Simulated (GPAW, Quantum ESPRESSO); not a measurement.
A computed O K-edge spectrum of one site in a crystal of K, O and Ta, with its zero at a photon energy of about 529.1 eV (raw 538.0 eV, less 8.9 eV of added terms; uncertain by a few eV). Method: Quantum ESPRESSO XSpectra, PBE, full core hole (charged cell) in a small cell, dipole transitions, broadening that rises with energy, without spin-orbit coupling.

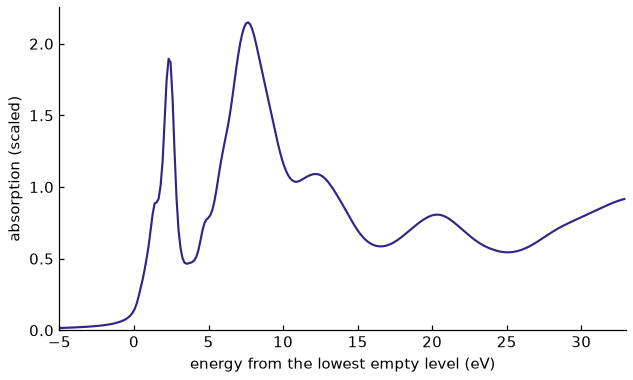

Energy from the lowest empty level; intensity scaled to a mean of 1 over the first 20 eV.

Q: What surroundings does the absorber have?

A K edge sees empty p states; the first features are O p mixed into the empty d states of the Ta neighbours, and the broad ones above probably into the cations' higher empty bands. It is atom 3 of KTaO3 (Pm-3m), with 2 Ta at 1.99 Å (linear, site symmetry 4/mmm). Its main maxima below 24 eV lie at 2.3 eV (1.90), 7.7 eV (2.15), 12.2 eV (1.09) and 20.3 eV (0.81). A near-edge spectrum doesn't fix the structure by itself; it is matched against candidates. The structure is a published determination, not relaxed.

[Hosts, paths, dates, database ids (printed as entryN), source tags and the programs' standing remarks are cut or masked in the printed files.]

[Lists of maxima count a maximum above −3 eV only where it reaches 4 % of the highest in the window and stands out from its surroundings by 2 % of it (1.5 % where it reaches 55 %); shoulders and weaker maxima are passed over, and of the rest the first, up to two pre-edge ones and the few strongest are named.]
